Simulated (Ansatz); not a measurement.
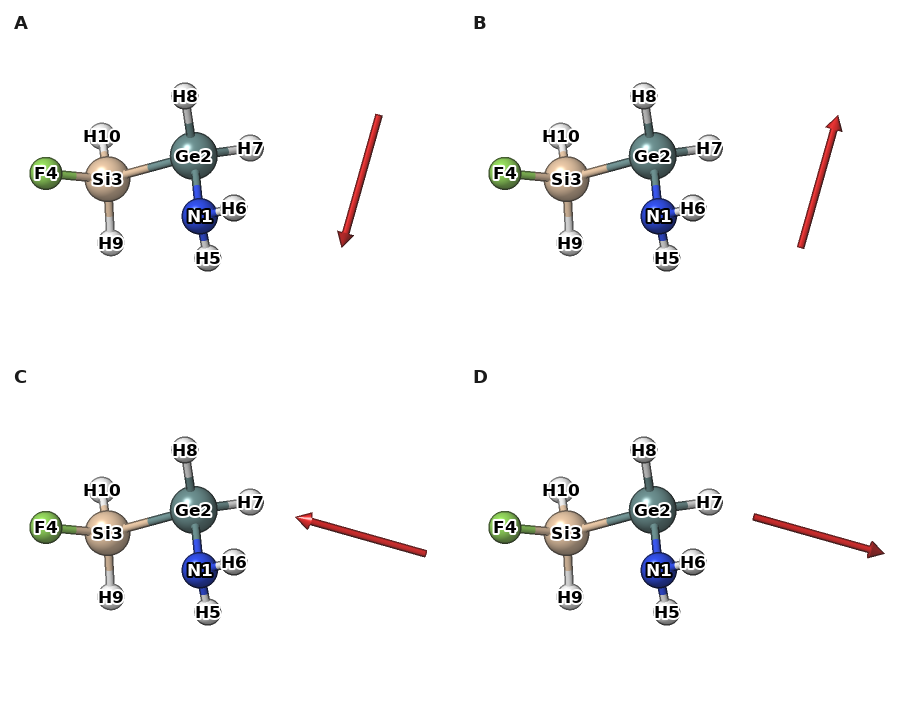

The same molecule four times, each with an arrow. Computed geometry: PBE-D4/def2-SVP optimisation. No frequency run is at hand to confirm it as a minimum. Method: RKS PBE-D4/def2-SVP (Ansatz 0.2.0).

Which arrow points along the dipole moment, from the negative to the positive end?

D. The dipole moment is 2.35 D; it points from the side of F4 to the side of H7 (the outermost atoms at the two ends).
